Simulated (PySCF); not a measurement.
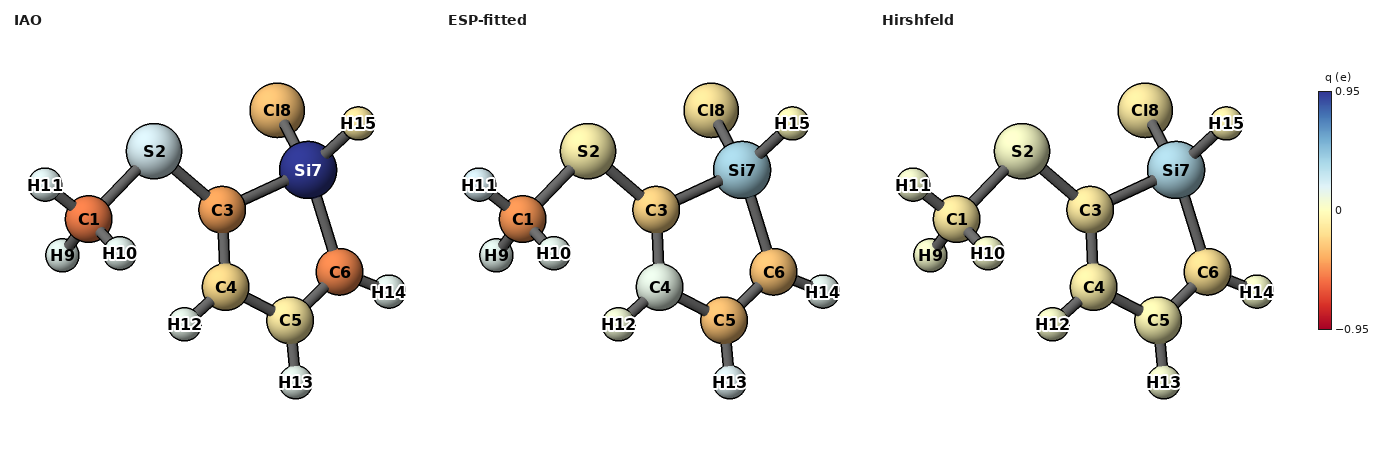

Atomic charges of one calculation by 3 schemes, on one colour scale. The computed structure is the end point of a GFN2-xTB optimisation. No frequency run is at hand to confirm it as a minimum. Method: PBE0/pcSseg-1 (PySCF 2.14.0).

Which scheme gives the most polar picture (largest mean size of the charges)?

Answer. The IAO charges are the largest in size here, and the Hirshfeld charges the smallest.

On which atom do the schemes disagree most?

Answer. On Si7 (from 0.35 to 0.93 e).

List the charges (e), one line for each set of equivalent atoms.

```
atom    IAO  ESP-fitted  Hirshfeld
  C1  −0.51       −0.44      −0.11
  S2   0.21       −0.06       0.04
  C3  −0.40       −0.23      −0.11
  C4  −0.20        0.14      −0.08
  C5  −0.11       −0.29      −0.03
  C6  −0.48       −0.28      −0.17
 Si7   0.93        0.38       0.35
 Cl8  −0.28       −0.14      −0.11
  H9   0.16        0.16       0.05
 H10   0.16        0.15       0.05
 H11   0.17        0.21       0.06
 H12   0.15        0.08       0.04
 H13   0.15        0.18       0.05
 H14   0.16        0.16       0.04
 H15  −0.11       −0.02      −0.06
```

The geometry is semi-empirical. Around Si such bond lengths and angles can be off by a tenth of an ångström or more and by several degrees, and values that hang on the shape move with them.
